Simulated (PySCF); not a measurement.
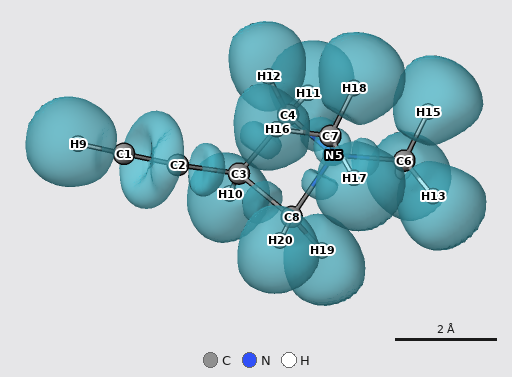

The picture shows: C$_{7}$H$_{12}$N (charge +1). Isosurface of the ELF at 0.8 (cyan), seen from one side. Only the valence region is drawn (cores and ρ < 0.01 e/Å³ removed).

Geometry: GFN2-xTB, MD frame at 250 fs, 200 K.

These are results of PBE0/pcSseg-1, SCF density, gas phase, non-relativistic (PySCF 2.14.0), not measurements.

Input file:

```
{"job": {"kind": "nmr", "xc": "PBE0", "basis": "pcSseg-1", "pop": false}, "charge": 1, "multiplicity": 1}
C      3.207600     0.384300    -0.103000
C      2.147200    -0.188200     0.002300
C      0.950000    -0.918700     0.257700
C      0.015300    -0.219100     1.255700
N     -0.953000     0.152100     0.193300
C     -2.351000    -0.326900     0.391500
C     -0.929000     1.580100    -0.142400
C     -0.161500    -0.687900    -0.794000
H      4.116200     0.844000    -0.164000
H      1.154200    -1.999900     0.377000
H     -0.326200    -0.862400     2.116000
H      0.411400     0.724900     1.598100
H     -2.968500    -0.224600    -0.438300
H     -2.289800    -1.379900     0.701000
H     -2.786000     0.213700     1.231700
H      0.133100     1.878400    -0.200600
H     -1.452500     1.699400    -1.129600
H     -1.364700     2.218400     0.621400
H     -0.767300    -1.590000    -1.040400
H      0.017500    -0.076200    -1.664900
```

Launched as:

```sh
OMP_NUM_THREADS=1 python probes_run.py task.json out
```

What do the ELF domains correspond to?

Answer. The surface consists of four regions between bonded C–C atoms (shared pairs), four regions between bonded C–N atoms (shared pairs) and twelve regions around hydrogen nuclei.

Values along the shortest contacts:
C–C (1.21 Å): the ELF peaks at about 0.85 between the atoms (a multiple bond). C–N (1.47 Å): the ELF peaks at about 0.95 between the atoms: localised, covalent bonding.
